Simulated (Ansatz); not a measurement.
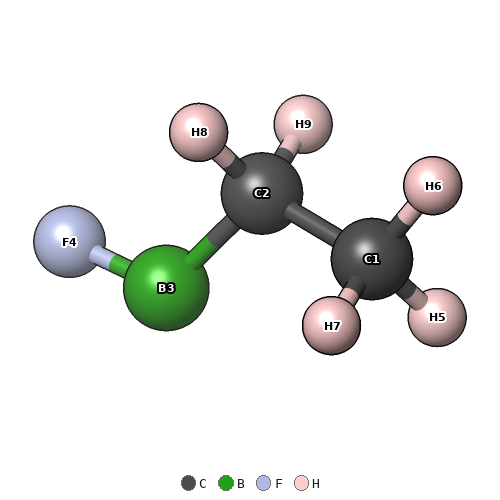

The system is C2H5BF, SMILES CC[B]F, spin multiplicity 2; the picture shows the reference structure. The first coordinate is: bond length C2–B3; the second: dihedral C1–C2–B3–F4. Nothing is relaxed (all other coordinates rigid). Grid: 15 × 15 points. Points are written as (first, second). Energies: kJ/mol, counted from the lowest grid point. These are results of UHF/def2-SVP in Ansatz, not measurements.

Its coordinates:

```
atom    x (Å)    y (Å)    z (Å)
   C   0.3649   1.0552  -0.1222
   C  -0.3719  -0.2755   0.0129
   B   0.5117  -1.5585   0.2353
   F  -0.0218  -2.7463   0.3536
   H   1.0520   1.0431  -0.9703
   H  -0.3308   1.8827  -0.2714
   H   0.9538   1.2743   0.7704
   H  -1.0830  -0.2460   0.8490
   H  -0.9863  -0.4754  -0.8747
```

Range: bond length C2–B3 from 1.353 to 2.203 Å; dihedral C1–C2–B3–F4 from −180 to 156°.

> What will the energy surface look like?

The lowest grid point is at (1.596 Å, −180°). A higher local minimum lies near (1.596 Å, 12°) (1.2 kJ/mol above the lowest at that grid point). The highest grid point, (2.203 Å, 84°), lies 174 kJ/mol above the lowest. On the interpolated surface the easiest way out of the lowest well to the well at about (1.58 Å, 0°) passes a barrier of about 7.2 kJ/mol, counted from the interpolated bottom of the well. Round the minimum the two coordinates are nearly uncoupled.

```tsv
dihedral C1–C2–B3–F4 ↓, bond length C2–B3 →	1.353	1.414	1.475	1.535	1.596	1.657	1.718	1.778	1.839	1.900	1.960	2.021	2.082	2.142	2.203
156	88	42	15	3	1	8	20	36	56	76	97	119	139	156	172
132	93	46	18	6	4	10	22	38	57	78	99	120	140	157	173
108	97	49	21	8	6	12	24	40	59	79	100	121	141	158	174
84	97	50	22	9	7	13	25	40	59	80	100	121	141	159	174
60	95	48	20	8	5	12	23	39	58	79	100	121	141	158	174
36	92	45	18	5	3	9	21	37	57	77	98	119	140	157	173
12	90	43	16	3	1	8	20	36	55	76	97	119	139	157	172
−12	90	43	16	3	1	8	20	36	55	76	97	119	139	157	172
−36	92	45	18	5	3	9	21	37	57	77	98	119	140	157	173
−60	95	48	20	8	6	12	24	39	58	79	100	121	141	158	174
−84	97	50	22	9	7	13	25	40	59	80	100	121	141	159	174
−108	97	49	21	8	6	12	24	40	59	79	100	121	141	158	174
−132	93	46	18	6	4	10	22	38	57	78	99	120	140	157	173
−156	88	42	15	3	1	8	20	36	56	76	97	119	139	156	172
−180	86	40	13	1	0	7	19	36	55	76	97	118	138	156	172
```

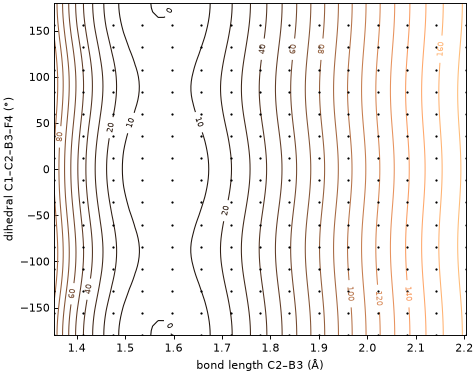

In the figure: contour lines labelled in kJ/mol, dots at the grid points. Between grid points the surface is interpolated.

Each point was launched as `ansatz run input.yaml --threads 1 --pin off --max-ram 2560MiB --backend cpu --events-out ev --progress --plain --runs-dir out`. Time for the 225 points that were run: 4.9 min on 1 thread of Arm Neoverse V2, with other jobs on the host.
